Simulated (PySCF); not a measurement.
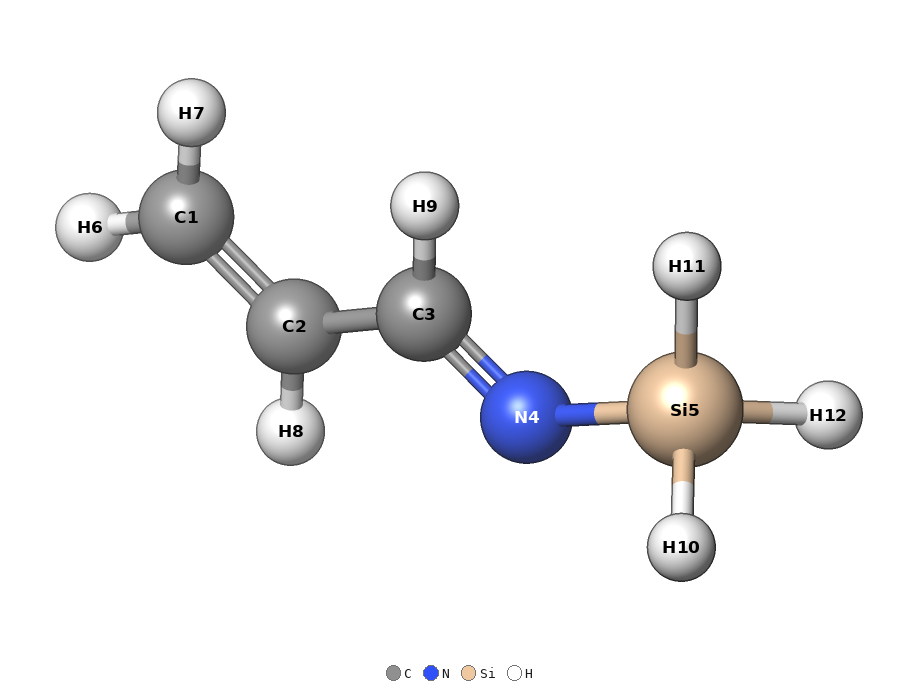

The geometry was computed by an optimisation with PBE0-D3(BJ)/def2-SVP. No frequency run is at hand to confirm it as a minimum. Level of theory: delta-SCF UKS SCAN, pcX-2 on the ionised atom, pcseg-1 elsewhere, non-relativistic (PySCF 2.14.0).

Give the core-electron binding energies (to vacuum; p and d levels without spin–orbit splitting) of C1 1s, C2 1s, C3 1s, N4 1s, Si5 1s, Si5 2p.

```
atom  level  binding energy (eV)
  C1     1s                290.5
  C2     1s                290.8
  C3     1s                291.9
  N4     1s                403.6
 Si5     1s               1842.3
 Si5     2p                107.0
```
